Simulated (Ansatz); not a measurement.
# CH$_{6}$AlN: what the fields show

```xyz
9

N    -0.7259    0.2721   -0.4866
C     0.7756    0.4546   -0.3889
Al    0.1577   -0.8043    0.9816
H    -1.0444   -0.1393   -1.3612
H    -1.2646    1.1178   -0.3126
H     1.0295    1.4985   -0.1676
H     1.2701    0.1344   -1.3142
H     0.1294   -2.3551    0.6220
H    -0.2388   -0.2249    2.4105
```

These are results of Ansatz, RKS PBE0-D4/def2-SVP, not measurements.

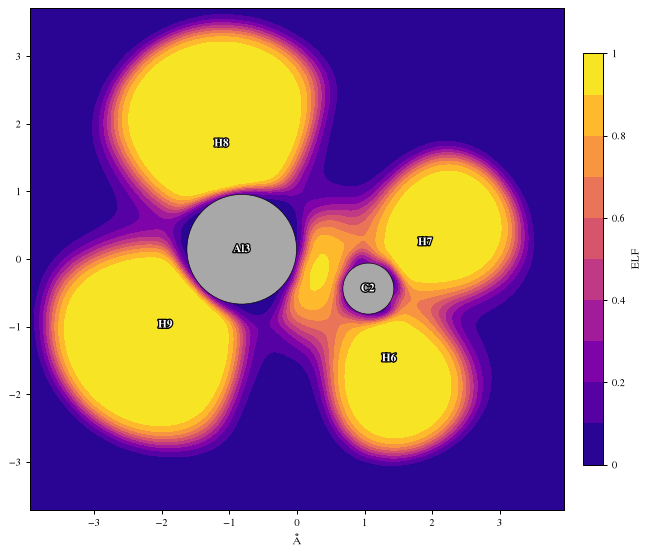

Figure 1. Electron localisation function on the plane of atoms C2, Al3 and H8. Grey discs cover the atomic cores.

Interpret the plot.

Answer.
- Atoms in the plane: C, Al and H.
- C–Al (1.96 Å): the ELF peaks at about 0.90 between the atoms, as expected for a shared but strongly polarised pair.
- C–H (1.10 Å): the ELF climbs to about 1 towards the hydrogen, as it does in any bond to H (a covalent bond by its length).
- Al–H (1.59 Å): the ELF climbs to about 1 towards the hydrogen.

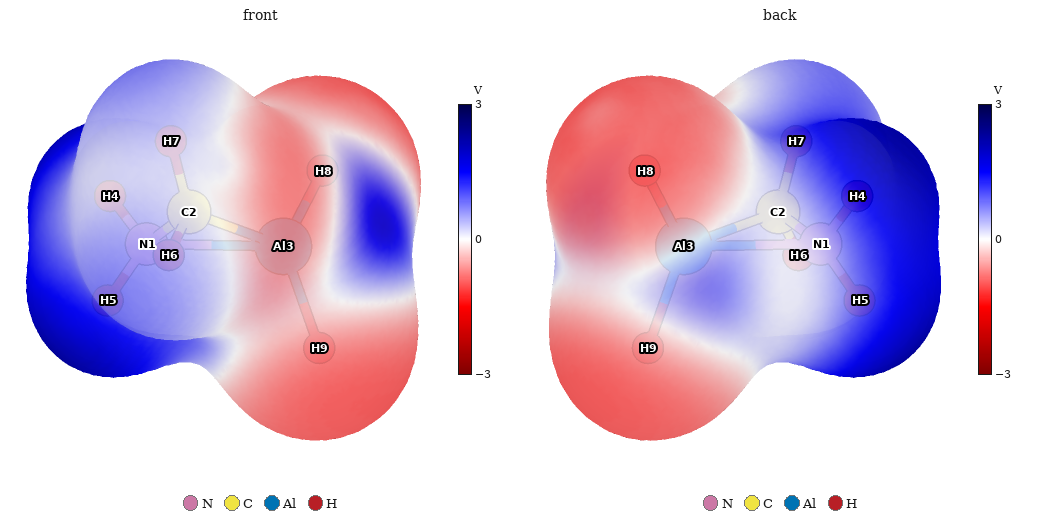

Figure 2. The molecular electrostatic potential painted on the density surface at 0.002 e/bohr³, seen from the front and from behind; the colour scale runs from red (negative) to blue (positive).

Where is the surface potential most negative and most positive?

Answer. The most negative region (about −1.0 V, or −23 kcal/mol for a unit charge) lies over H8 and H9, the most positive (about +2.2 V, or +51 kcal/mol for a unit charge) over H4 and H5.

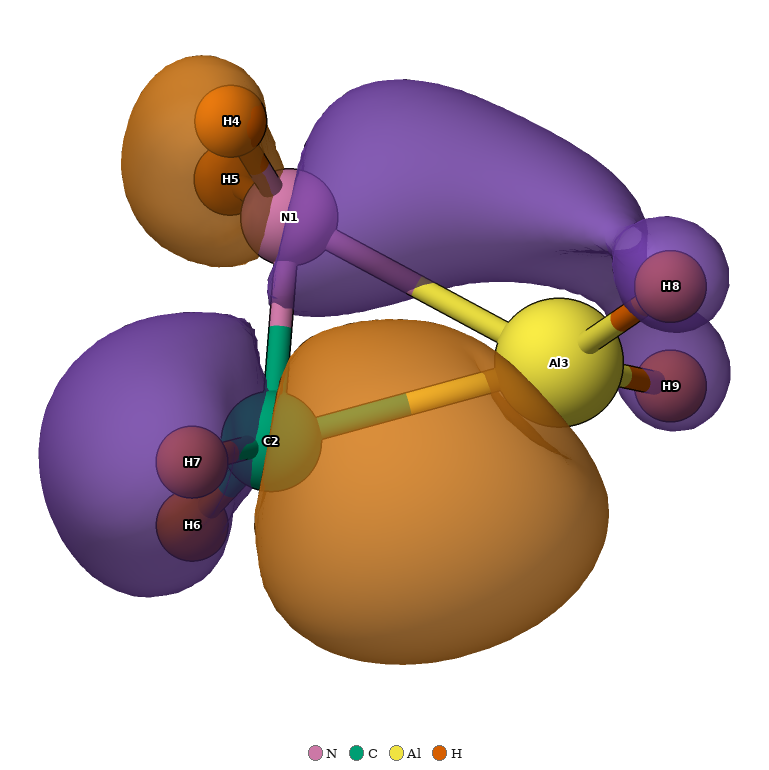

Figure 3. The HOMO at ±0.1 Å⁻³ᐟ² (orange and purple are the two phases), seen from one side.

What is the character of this orbital?

Answer. Its weight (Hirshfeld) is mainly on C2 (about 45 %), Al3 (about 25 %) and N1 (about 15 %). Its energy is −6.71 eV.
